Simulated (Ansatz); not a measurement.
## Electronic structure of F3HOTi···F (doublet) in real space

Input

```
crystal:
  periodic: [false, false, false]
  atoms:
    - { symbol: Ti, position_ang: [0.0, 0.0, 0.0] }
    - { symbol: F, position_ang: [0.0, 0.0, 2.08] }
    - { symbol: F, position_ang: [1.7257, 0.0, -0.6094] }
    - { symbol: F, position_ang: [-0.8619, 1.4933, -0.6094] }
    - { symbol: O, position_ang: [-0.9043, -1.5667, -0.6394] }
    - { symbol: H, position_ang: [-1.359, -2.0324, 0.133] }
    - { symbol: F, position_ang: [0.0, 0.0, 3.52] }
magnetization:
  spin_polarized: true
  initial_magnetization: 1
basis:
  gaussian: { orbitals: def2-SVP }
hamiltonian:
  xc: { name: BHLYP }
relax:
  f_tol: 0.15
  max_steps: 25
  restrain:
    - { distance: [1, 6], at: 2.34, k: 30.0 }
    - { distance: [0, 1], at: 1.83, k: 30.0 }
output:
  orbitals: {}
```

Run with:

```sh
ansatz run input.yaml --threads 4 --pin off --max-ram 5120MiB --backend cpu --events-out ev --progress --plain --runs-dir out
```

The fields are those of the run's last geometry, not of the input's.

Not at a stationary point (largest force 1.4 eV/Å).

Method: UKS BHLYP/def2-SVP in Ansatz 0.2.0.

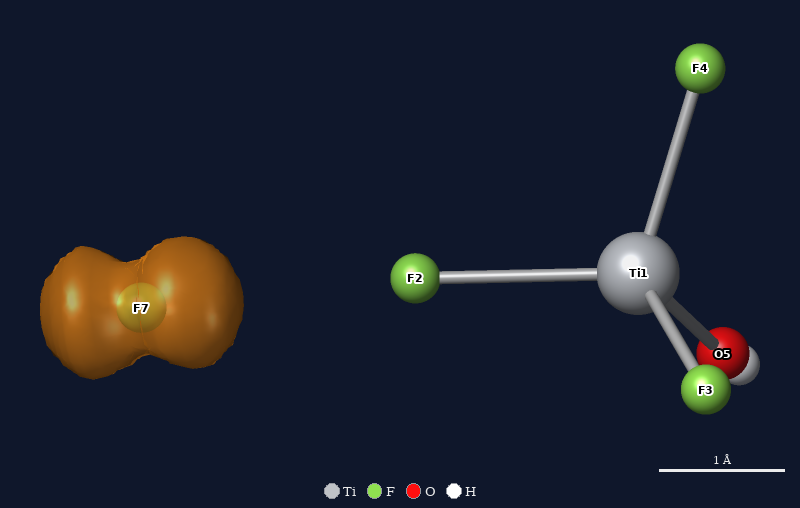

Figure 1. Isosurfaces of the spin density (α minus β) at +0.2 (orange) and −0.2 e/Å³ (purple), seen from one side.

Which atoms carry the spin?

The unpaired spin (1 electron) lies mostly on F7 (about 1.0), in electrons by Hirshfeld's partition. Only one sign reaches the isovalue.

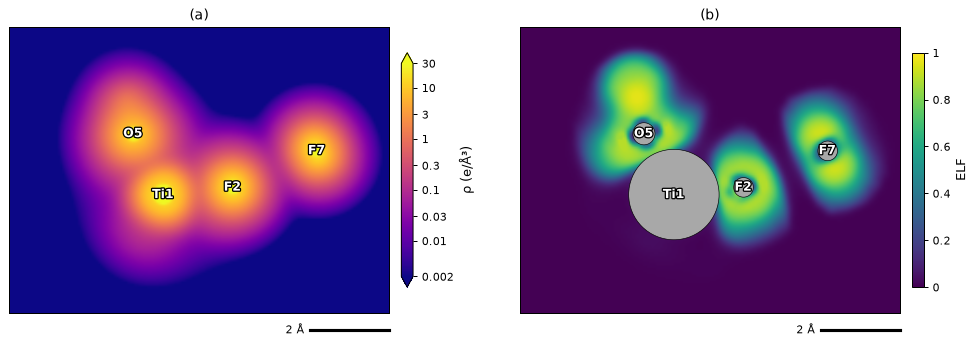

Figure 2. (a) total electron density; (b) electron localisation function on the plane of atoms F2, Ti1 and O5. Grey discs cover the atomic cores in the ELF map.

What does the map show?

Atoms in the plane: Ti, F and O. F2···F7 (2.34 Å): the density falls to about 0.13 e/Å³ on the way; the ELF dips to about 0.05 between them. Ti–O (1.73 Å): ρ is about 1.1 e/Å³ halfway; the ELF peaks at about 0.80 in the valence shell of O, 0.5 Å from its nucleus, and drops to about 0.20 between the two atoms. Ti–F (1.78 Å): the density is about 0.97 e/Å³ at the midpoint; the ELF peaks at about 0.80 in the valence shell of F, 0.5 Å from its nucleus, and drops to about 0.20 between the two atoms.

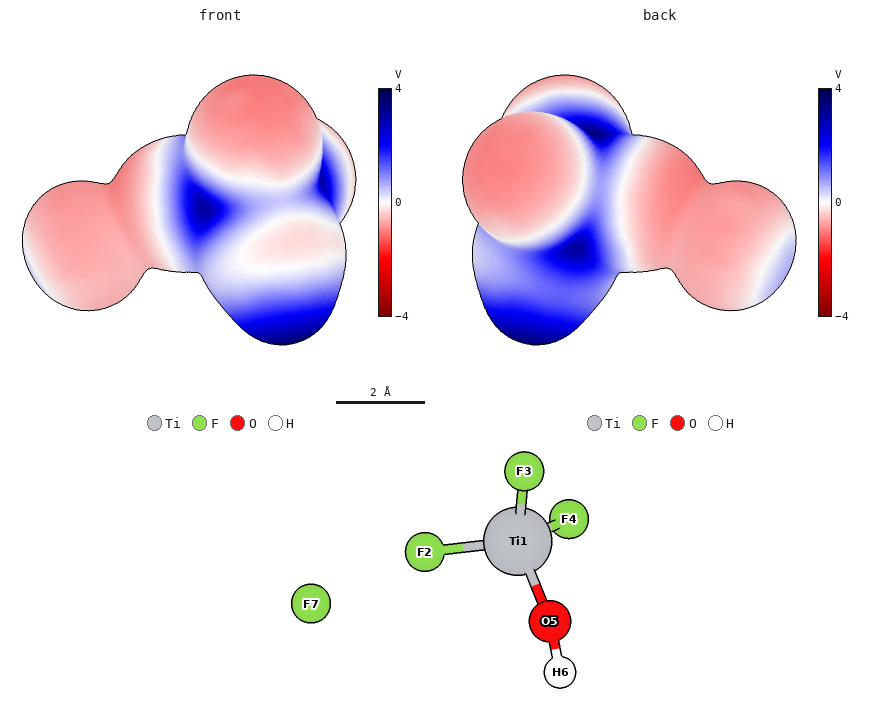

Figure 3. The electrostatic potential painted on the density surface at 0.002 e/bohr³, seen from the front and from behind; the colour scale runs from red (negative) to blue (positive). The bare structure is drawn below in the same view.

Describe the electrostatic potential map.

The most negative region (about −1.0 V) lies over F2, F3 and F4, the most positive (about +3.5 V) over H6.
